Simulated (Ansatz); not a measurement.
# Molecular dynamics of WH4F2 (part 1 of 4)

WH4F2, computed with RKS BLYP-D4/def2-SVP (Ansatz 0.2.0).

It belongs to a series of runs on one base structure; here: dynamics from the start. Figures and captions count atoms from 1; the log counts them from 0 in places.

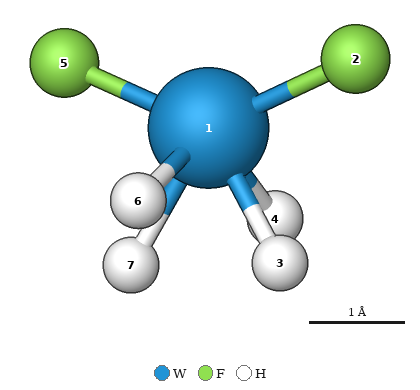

Fig. 1: The input geometry (ball-and-stick view, seen at a tilt; atoms are numbered from 1 in the order of the input). Sticks mark near contacts. Bond lengths as drawn: F–W 1.90 Å and H–W 1.69 to 1.70 Å.

Key numbers

| quantity | value |
| --- | --- |
| outcome | finished |
| mean temperature over the second half | 194 K |
| trajectory | 250 steps, 62.5 fs |
| ensemble | nvt_nose_hoover |
| temperature in the input | 300.0 K |
| time step | 0.25 fs |
| potential energy (last step) | −7319.8262 eV |
| mean-field energy (last step) | −7319.5827 eV |
| largest force (length of the vector) (last step) | 1.694 eV/Å |
| hardware | 2 threads of AMD EPYC (Zen 5), 32 GiB of memory available, shared host |
| wall time | 2.1 min (CPU time 4 min) |
| peak memory | 0.16 GiB |

Notes

So short a trajectory is not equilibrated. The temperature stays far from the 300 K of the thermostat over the second half: the run isn't equilibrated.

Input file
```yaml
crystal:
  periodic: [false, false, false]
  atoms:
    - { symbol: W, position_ang: [-0.340213, 0.0, 0.340213] }
    - { symbol: F, position_ang: [0.409207, 0.0, 2.089114] }
    - { symbol: H, position_ang: [1.314501, 0.0, -0.036449] }
    - { symbol: H, position_ang: [0.269585, 1.448922, -0.269585] }
    - { symbol: F, position_ang: [-2.089114, 0.0, -0.409207] }
    - { symbol: H, position_ang: [0.269585, -1.448922, -0.269585] }
    - { symbol: H, position_ang: [0.036449, 0.0, -1.314501] }
basis:
  gaussian: { orbitals: def2-SVP }
hamiltonian:
  xc: blyp
  dispersion: d4
md:
  timestep: 0.25
  n_steps: 250
  ensemble: nvt_nose_hoover
  temperature: 300.0
  initial_velocities: maxwell_boltzmann
  seed: 653335
  nose_hoover: { tau: 50.0, chain_length: 3 }
  temperature_schedule:
    - { n_steps: 62, end_temperature: 300.0 }
    - { n_steps: 188, end_temperature: 75.0 }
```

Launched with:
```bash
ansatz run input.yaml --threads 2 --pin off --max-ram 3072MiB --backend cpu --events-out ev --progress --plain --runs-dir out
```

What the program printed
```
Engine: ansatz 0.2.0, x86_64-unknown-linux-gnu
Functional definition: BLYP
  parameter beta = 0.0042
  parameter a = 0.04918
  parameter b = 0.132
  parameter c = 0.2533
  parameter d = 0.349
  exchange = b88_x(beta = beta)
  correlation = lyp_c(a = a, b = b, c = c, d = d)
835 factors; their error is unknown
mean field evaluation 1: about -7314.7457 eV, gradient 5.2e1 eV
mean field evaluation 2: about -7260.1102 eV, gradient 1.8e2 eV
mean field evaluation 4: about -7319.7193 eV, gradient 6.8e0 eV
mean field evaluation 8: about -7319.8031 eV, gradient 1.3e-1 eV
mean field evaluation 16: about -7319.7508 eV, gradient 6.0e-4 eV
mean field -7319.75082811 eV, -268.9958814279 hartree, gradient 2.8e-5 eV, S^2 0.000000; 0 other end points of the search recorded, 0 dependent functions left out
the calculation of the forces begins
reference -7319.75120257 eV, -268.9958951890 hartree; 18, 18 occupied and 62, 62 virtual orbitals, 835 factors
md step     0: t =     0.00 fs  T =   300.0 K (target 300.0 K)  F+E_penalty+E_count = -7319.99470387 eV  E_kin = 0.193890 eV  conserved = -7319.80081387 eV  (31 SCF iters)
these checks for a lower state are left out or cut short: starts, cluster_reference, orbital_swaps, neighbouring_geometries, increment
835 factors; their error is unknown
mean field -7319.75010327 eV, -268.9958547903 hartree, gradient 7.0e-6 eV, S^2 0.000000; 0 other end points of the search recorded, 0 dependent functions left out
the calculation of the forces begins
reference -7319.75047791 eV, -268.9958685581 hartree; 18, 18 occupied and 62, 62 virtual orbitals, 835 factors
md step     1: t =     0.25 fs  T =   298.6 K (target 300.0 K)  F+E_penalty+E_count = -7319.99381760 eV  E_kin = 0.193005 eV  conserved = -7319.80081270 eV  (35 SCF iters, 5 dispersion substeps)
[... from here on the SCF iterations and repeated set-up lines of each step are left out, up to the last step ...]
md step     2: t =     0.50 fs  T =   294.9 K (target 300.0 K)  F+E_penalty+E_count = -7319.99140480 eV  E_kin = 0.190596 eV  conserved = -7319.80080852 eV  (34 SCF iters, 5 dispersion substeps)
md step     3: t =     0.75 fs  T =   288.9 K (target 300.0 K)  F+E_penalty+E_count = -7319.98753427 eV  E_kin = 0.186733 eV  conserved = -7319.80080164 eV  (34 SCF iters, 5 dispersion substeps)
md step     4: t =     1.00 fs  T =   280.9 K (target 300.0 K)  F+E_penalty+E_count = -7319.98231935 eV  E_kin = 0.181528 eV  conserved = -7319.80079204 eV  (35 SCF iters, 5 dispersion substeps)
md step     5: t =     1.25 fs  T =   271.0 K (target 300.0 K)  F+E_penalty+E_count = -7319.97591545 eV  E_kin = 0.175137 eV  conserved = -7319.80078011 eV  (36 SCF iters, 5 dispersion substeps)
md step     6: t =     1.50 fs  T =   259.6 K (target 300.0 K)  F+E_penalty+E_count = -7319.96851470 eV  E_kin = 0.167752 eV  conserved = -7319.80076624 eV  (36 SCF iters, 5 dispersion substeps)
md step     7: t =     1.75 fs  T =   246.9 K (target 300.0 K)  F+E_penalty+E_count = -7319.96034007 eV  E_kin = 0.159596 eV  conserved = -7319.80075089 eV  (36 SCF iters, 5 dispersion substeps)
md step     8: t =     2.00 fs  T =   233.5 K (target 300.0 K)  F+E_penalty+E_count = -7319.95163807 eV  E_kin = 0.150914 eV  conserved = -7319.80073468 eV  (35 SCF iters, 5 dispersion substeps)
md step     9: t =     2.25 fs  T =   219.7 K (target 300.0 K)  F+E_penalty+E_count = -7319.94266989 eV  E_kin = 0.141968 eV  conserved = -7319.80071799 eV  (34 SCF iters, 5 dispersion substeps)
md step    10: t =     2.50 fs  T =   205.8 K (target 300.0 K)  F+E_penalty+E_count = -7319.93370276 eV  E_kin = 0.133025 eV  conserved = -7319.80070154 eV  (35 SCF iters, 5 dispersion substeps)
md step    11: t =     2.75 fs  T =   192.4 K (target 300.0 K)  F+E_penalty+E_count = -7319.92499970 eV  E_kin = 0.124346 eV  conserved = -7319.80068595 eV  (34 SCF iters, 5 dispersion substeps)
md step    12: t =     3.00 fs  T =   179.8 K (target 300.0 K)  F+E_penalty+E_count = -7319.91680963 eV  E_kin = 0.116180 eV  conserved = -7319.80067184 eV  (35 SCF iters, 5 dispersion substeps)
md step    13: t =     3.25 fs  T =   168.3 K (target 300.0 K)  F+E_penalty+E_count = -7319.90935780 eV  E_kin = 0.108752 eV  conserved = -7319.80065976 eV  (35 SCF iters, 5 dispersion substeps)
md step    14: t =     3.50 fs  T =   158.2 K (target 300.0 K)  F+E_penalty+E_count = -7319.90283721 eV  E_kin = 0.102254 eV  conserved = -7319.80065043 eV  (35 SCF iters, 5 dispersion substeps)
md step    15: t =     3.75 fs  T =   149.8 K (target 300.0 K)  F+E_penalty+E_count = -7319.89740009 eV  E_kin = 0.096839 eV  conserved = -7319.80064373 eV  (35 SCF iters, 5 dispersion substeps)
md step    16: t =     4.00 fs  T =   143.3 K (target 300.0 K)  F+E_penalty+E_count = -7319.89315371 eV  E_kin = 0.092613 eV  conserved = -7319.80064013 eV  (36 SCF iters, 5 dispersion substeps)
md step    17: t =     4.25 fs  T =   138.7 K (target 300.0 K)  F+E_penalty+E_count = -7319.89015561 eV  E_kin = 0.089633 eV  conserved = -7319.80063972 eV  (32 SCF iters, 5 dispersion substeps)
md step    18: t =     4.50 fs  T =   136.0 K (target 300.0 K)  F+E_penalty+E_count = -7319.88841250 eV  E_kin = 0.087908 eV  conserved = -7319.80064244 eV  (36 SCF iters, 5 dispersion substeps)
md step    19: t =     4.75 fs  T =   135.2 K (target 300.0 K)  F+E_penalty+E_count = -7319.88788113 eV  E_kin = 0.087393 eV  conserved = -7319.80064809 eV  (36 SCF iters, 5 dispersion substeps)
md step    20: t =     5.00 fs  T =   136.2 K (target 300.0 K)  F+E_penalty+E_count = -7319.88847149 eV  E_kin = 0.088000 eV  conserved = -7319.80065632 eV  (36 SCF iters, 5 dispersion substeps)
md step    21: t =     5.25 fs  T =   138.6 K (target 300.0 K)  F+E_penalty+E_count = -7319.89005193 eV  E_kin = 0.089598 eV  conserved = -7319.80066674 eV  (35 SCF iters, 5 dispersion substeps)
md step    22: t =     5.50 fs  T =   142.4 K (target 300.0 K)  F+E_penalty+E_count = -7319.89245582 eV  E_kin = 0.092020 eV  conserved = -7319.80067883 eV  (35 SCF iters, 5 dispersion substeps)
md step    23: t =     5.75 fs  T =   147.1 K (target 300.0 K)  F+E_penalty+E_count = -7319.89548950 eV  E_kin = 0.095075 eV  conserved = -7319.80069204 eV  (35 SCF iters, 5 dispersion substeps)
md step    24: t =     6.00 fs  T =   152.5 K (target 300.0 K)  F+E_penalty+E_count = -7319.89894081 eV  E_kin = 0.098550 eV  conserved = -7319.80070585 eV  (35 SCF iters, 5 dispersion substeps)
md step    25: t =     6.25 fs  T =   158.2 K (target 300.0 K)  F+E_penalty+E_count = -7319.90258779 eV  E_kin = 0.102225 eV  conserved = -7319.80071969 eV  (35 SCF iters, 5 dispersion substeps)
md step    26: t =     6.50 fs  T =   163.8 K (target 300.0 K)  F+E_penalty+E_count = -7319.90620740 eV  E_kin = 0.105877 eV  conserved = -7319.80073306 eV  (35 SCF iters, 5 dispersion substeps)
md step    27: t =     6.75 fs  T =   169.1 K (target 300.0 K)  F+E_penalty+E_count = -7319.90958339 eV  E_kin = 0.109290 eV  conserved = -7319.80074553 eV  (36 SCF iters, 5 dispersion substeps)
md step    28: t =     7.00 fs  T =   173.7 K (target 300.0 K)  F+E_penalty+E_count = -7319.91251365 eV  E_kin = 0.112263 eV  conserved = -7319.80075670 eV  (35 SCF iters, 5 dispersion substeps)
md step    29: t =     7.25 fs  T =   177.3 K (target 300.0 K)  F+E_penalty+E_count = -7319.91481646 eV  E_kin = 0.114614 eV  conserved = -7319.80076626 eV  (35 SCF iters, 5 dispersion substeps)
md step    30: t =     7.50 fs  T =   179.8 K (target 300.0 K)  F+E_penalty+E_count = -7319.91633585 eV  E_kin = 0.116186 eV  conserved = -7319.80077396 eV  (35 SCF iters, 5 dispersion substeps)
md step    31: t =     7.75 fs  T =   180.8 K (target 300.0 K)  F+E_penalty+E_count = -7319.91694571 eV  E_kin = 0.116854 eV  conserved = -7319.80077947 eV  (35 SCF iters, 5 dispersion substeps)
md step    32: t =     8.00 fs  T =   180.3 K (target 300.0 K)  F+E_penalty+E_count = -7319.91655356 eV  E_kin = 0.116525 eV  conserved = -7319.80078277 eV  (34 SCF iters, 5 dispersion substeps)
md step    33: t =     8.25 fs  T =   178.2 K (target 300.0 K)  F+E_penalty+E_count = -7319.91510262 eV  E_kin = 0.115141 eV  conserved = -7319.80078386 eV  (35 SCF iters, 5 dispersion substeps)
md step    34: t =     8.50 fs  T =   174.3 K (target 300.0 K)  F+E_penalty+E_count = -7319.91257328 eV  E_kin = 0.112682 eV  conserved = -7319.80078269 eV  (36 SCF iters, 5 dispersion substeps)
md step    35: t =     8.75 fs  T =   168.9 K (target 300.0 K)  F+E_penalty+E_count = -7319.90898375 eV  E_kin = 0.109166 eV  conserved = -7319.80077911 eV  (35 SCF iters, 5 dispersion substeps)
md step    36: t =     9.00 fs  T =   161.9 K (target 300.0 K)  F+E_penalty+E_count = -7319.90439026 eV  E_kin = 0.104648 eV  conserved = -7319.80077327 eV  (33 SCF iters, 5 dispersion substeps)
md step    37: t =     9.25 fs  T =   153.5 K (target 300.0 K)  F+E_penalty+E_count = -7319.89888557 eV  E_kin = 0.099220 eV  conserved = -7319.80076519 eV  (34 SCF iters, 5 dispersion substeps)
md step    38: t =     9.50 fs  T =   143.9 K (target 300.0 K)  F+E_penalty+E_count = -7319.89259740 eV  E_kin = 0.093010 eV  conserved = -7319.80075523 eV  (35 SCF iters, 5 dispersion substeps)
md step    39: t =     9.75 fs  T =   133.3 K (target 300.0 K)  F+E_penalty+E_count = -7319.88568497 eV  E_kin = 0.086174 eV  conserved = -7319.80074356 eV  (35 SCF iters, 5 dispersion substeps)
md step    40: t =    10.00 fs  T =   122.1 K (target 300.0 K)  F+E_penalty+E_count = -7319.87833514 eV  E_kin = 0.078900 eV  conserved = -7319.80073046 eV  (35 SCF iters, 5 dispersion substeps)
md step    41: t =    10.25 fs  T =   110.5 K (target 300.0 K)  F+E_penalty+E_count = -7319.87075736 eV  E_kin = 0.071395 eV  conserved = -7319.80071637 eV  (35 SCF iters, 5 dispersion substeps)
md step    42: t =    10.50 fs  T =    98.8 K (target 300.0 K)  F+E_penalty+E_count = -7319.86317722 eV  E_kin = 0.063885 eV  conserved = -7319.80070168 eV  (35 SCF iters, 5 dispersion substeps)
md step    43: t =    10.75 fs  T =    87.6 K (target 300.0 K)  F+E_penalty+E_count = -7319.85582945 eV  E_kin = 0.056603 eV  conserved = -7319.80068694 eV  (35 SCF iters, 5 dispersion substeps)
md step    44: t =    11.00 fs  T =    77.0 K (target 300.0 K)  F+E_penalty+E_count = -7319.84894976 eV  E_kin = 0.049785 eV  conserved = -7319.80067267 eV  (35 SCF iters, 5 dispersion substeps)
md step    45: t =    11.25 fs  T =    67.6 K (target 300.0 K)  F+E_penalty+E_count = -7319.84276637 eV  E_kin = 0.043658 eV  conserved = -7319.80065941 eV  (35 SCF iters, 5 dispersion substeps)
md step    46: t =    11.50 fs  T =    59.5 K (target 300.0 K)  F+E_penalty+E_count = -7319.83749121 eV  E_kin = 0.038435 eV  conserved = -7319.80064771 eV  (35 SCF iters, 5 dispersion substeps)
md step    47: t =    11.75 fs  T =    53.1 K (target 300.0 K)  F+E_penalty+E_count = -7319.83331138 eV  E_kin = 0.034301 eV  conserved = -7319.80063806 eV  (36 SCF iters, 5 dispersion substeps)
md step    48: t =    12.00 fs  T =    48.6 K (target 300.0 K)  F+E_penalty+E_count = -7319.83038122 eV  E_kin = 0.031413 eV  conserved = -7319.80063089 eV  (36 SCF iters, 5 dispersion substeps)
md step    49: t =    12.25 fs  T =    46.2 K (target 300.0 K)  F+E_penalty+E_count = -7319.82881548 eV  E_kin = 0.029885 eV  conserved = -7319.80062655 eV  (36 SCF iters, 5 dispersion substeps)
md step    50: t =    12.50 fs  T =    46.1 K (target 300.0 K)  F+E_penalty+E_count = -7319.82868395 eV  E_kin = 0.029789 eV  conserved = -7319.80062525 eV  (36 SCF iters, 5 dispersion substeps)
md step    51: t =    12.75 fs  T =    48.2 K (target 300.0 K)  F+E_penalty+E_count = -7319.83000796 eV  E_kin = 0.031147 eV  conserved = -7319.80062709 eV  (36 SCF iters, 5 dispersion substeps)
md step    52: t =    13.00 fs  T =    52.5 K (target 300.0 K)  F+E_penalty+E_count = -7319.83275888 eV  E_kin = 0.033933 eV  conserved = -7319.80063202 eV  (35 SCF iters, 5 dispersion substeps)
md step    53: t =    13.25 fs  T =    58.9 K (target 300.0 K)  F+E_penalty+E_count = -7319.83685885 eV  E_kin = 0.038070 eV  conserved = -7319.80063987 eV  (35 SCF iters, 5 dispersion substeps)
md step    54: t =    13.50 fs  T =    67.2 K (target 300.0 K)  F+E_penalty+E_count = -7319.84218354 eV  E_kin = 0.043438 eV  conserved = -7319.80065031 eV  (35 SCF iters, 5 dispersion substeps)
md step    55: t =    13.75 fs  T =    77.2 K (target 300.0 K)  F+E_penalty+E_count = -7319.84856692 eV  E_kin = 0.049872 eV  conserved = -7319.80066295 eV  (31 SCF iters, 5 dispersion substeps)
md step    56: t =    14.00 fs  T =    88.5 K (target 300.0 K)  F+E_penalty+E_count = -7319.85580775 eV  E_kin = 0.057173 eV  conserved = -7319.80067729 eV  (35 SCF iters, 5 dispersion substeps)
md step    57: t =    14.25 fs  T =   100.7 K (target 300.0 K)  F+E_penalty+E_count = -7319.86367728 eV  E_kin = 0.065114 eV  conserved = -7319.80069279 eV  (35 SCF iters, 5 dispersion substeps)
md step    58: t =    14.50 fs  T =   113.6 K (target 300.0 K)  F+E_penalty+E_count = -7319.87192791 eV  E_kin = 0.073450 eV  conserved = -7319.80070886 eV  (35 SCF iters, 5 dispersion substeps)
md step    59: t =    14.75 fs  T =   126.8 K (target 300.0 K)  F+E_penalty+E_count = -7319.88030232 eV  E_kin = 0.081924 eV  conserved = -7319.80072493 eV  (35 SCF iters, 5 dispersion substeps)
md step    60: t =    15.00 fs  T =   139.7 K (target 300.0 K)  F+E_penalty+E_count = -7319.88854266 eV  E_kin = 0.090280 eV  conserved = -7319.80074046 eV  (35 SCF iters, 5 dispersion substeps)
md step    61: t =    15.25 fs  T =   152.0 K (target 300.0 K)  F+E_penalty+E_count = -7319.89639939 eV  E_kin = 0.098269 eV  conserved = -7319.80075492 eV  (35 SCF iters, 5 dispersion substeps)
md step    62: t =    15.50 fs  T =   163.5 K (target 300.0 K)  F+E_penalty+E_count = -7319.90363957 eV  E_kin = 0.105658 eV  conserved = -7319.80076786 eV  (35 SCF iters, 5 dispersion substeps)
md step    63: t =    15.75 fs  T =   173.7 K (target 299.4 K)  F+E_penalty+E_count = -7319.91005423 eV  E_kin = 0.112236 eV  conserved = -7319.80077887 eV  (35 SCF iters, 5 dispersion substeps)
md step    64: t =    16.00 fs  T =   182.3 K (target 298.2 K)  F+E_penalty+E_count = -7319.91546488 eV  E_kin = 0.117826 eV  conserved = -7319.80078765 eV  (35 SCF iters, 5 dispersion substeps)
md step    65: t =    16.25 fs  T =   189.2 K (target 297.0 K)  F+E_penalty+E_count = -7319.91972867 eV  E_kin = 0.122282 eV  conserved = -7319.80079386 eV  (35 SCF iters, 5 dispersion substeps)
md step    66: t =    16.50 fs  T =   194.2 K (target 295.8 K)  F+E_penalty+E_count = -7319.92274289 eV  E_kin = 0.125499 eV  conserved = -7319.80079747 eV  (35 SCF iters, 5 dispersion substeps)
md step    67: t =    16.75 fs  T =   197.1 K (target 294.6 K)  F+E_penalty+E_count = -7319.92444755 eV  E_kin = 0.127417 eV  conserved = -7319.80079829 eV  (35 SCF iters, 5 dispersion substeps)
md step    68: t =    17.00 fs  T =   198.1 K (target 293.4 K)  F+E_penalty+E_count = -7319.92482748 eV  E_kin = 0.128017 eV  conserved = -7319.80079639 eV  (35 SCF iters, 5 dispersion substeps)
md step    69: t =    17.25 fs  T =   197.0 K (target 292.2 K)  F+E_penalty+E_count = -7319.92391260 eV  E_kin = 0.127328 eV  conserved = -7319.80079171 eV  (36 SCF iters, 5 dispersion substeps)
md step    70: t =    17.50 fs  T =   194.1 K (target 291.0 K)  F+E_penalty+E_count = -7319.92177743 eV  E_kin = 0.125421 eV  conserved = -7319.80078429 eV  (36 SCF iters, 5 dispersion substeps)
md step    71: t =    17.75 fs  T =   189.4 K (target 289.8 K)  F+E_penalty+E_count = -7319.91853927 eV  E_kin = 0.122412 eV  conserved = -7319.80077443 eV  (36 SCF iters, 5 dispersion substeps)
md step    72: t =    18.00 fs  T =   183.3 K (target 288.6 K)  F+E_penalty+E_count = -7319.91435466 eV  E_kin = 0.118455 eV  conserved = -7319.80076241 eV  (35 SCF iters, 5 dispersion substeps)
md step    73: t =    18.25 fs  T =   176.0 K (target 287.4 K)  F+E_penalty+E_count = -7319.90941482 eV  E_kin = 0.113739 eV  conserved = -7319.80074863 eV  (31 SCF iters, 5 dispersion substeps)
```
